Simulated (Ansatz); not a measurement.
System: CH9GeN3O (SMILES C[O][Ge]([NH2])([NH2])[NH2]).

| atom | x (Å) | y (Å) | z (Å) |
| --- | --- | --- | --- |
| C | -0.3061 | -1.6903 | 1.3744 |
| Ge | 0.2330 | 0.4439 | -0.3017 |
| N | 0.0387 | -0.6463 | -1.7493 |
| N | 1.6834 | 1.5331 | -0.2338 |
| N | -1.3100 | 1.4089 | -0.2685 |
| O | 0.5500 | -0.6223 | 1.0902 |
| H | 0.1403 | -2.3011 | 2.1764 |
| H | -0.4743 | -2.3439 | 0.4981 |
| H | -1.2996 | -1.3503 | 1.7289 |
| H | 0.8786 | -1.1705 | -1.9800 |
| H | -0.2800 | -0.1653 | -2.5862 |
| H | 1.5131 | 2.5091 | -0.4529 |
| H | 2.2099 | 1.4533 | 0.6312 |
| H | -1.4376 | 2.0101 | 0.5395 |
| H | -2.1612 | 0.8810 | -0.4369 |

Geometry: PBE0-D4/def2-SVP.

Computed with isolated molecule in a Gaussian basis; Kohn-Sham density functional theory, functional PBE0 in Ansatz.

What will maps of the electron density and electron localisation function show?

C–O (1.40 Å): ρ is about 2.1 e/Å³ halfway, with its minimum of 1.8 e/Å³ about 0.5 Å from C; the ELF peaks at about 0.85 between the atoms; a polar covalent bond.
Ge–O (1.78 Å): the density is about 0.95 e/Å³ at the midpoint; the ELF peaks at about 0.85 in the valence shell of O, 0.6 Å from its nucleus, and is about 0.30 at the midpoint.
Ge–N (1.82 Å): the density is about 1 e/Å³ at the midpoint; the ELF peaks at about 0.90 in the valence shell of N, 0.6 Å from its nucleus, and is about 0.50 at the midpoint.
N–H (1.02 Å): the density is about 2.8 e/Å³ at the midpoint; the ELF climbs to about 1 towards the hydrogen, as it does in any bond to H (a covalent bond by its length).

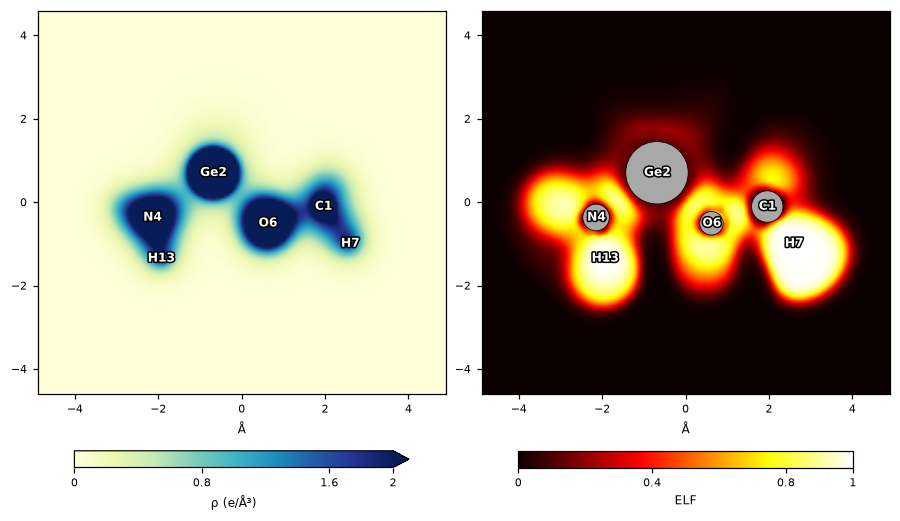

Computed electron density and electron localisation function on the plane of atoms C1, O6 and Ge2, in this order. Grey discs cover the atomic cores in the ELF map. 
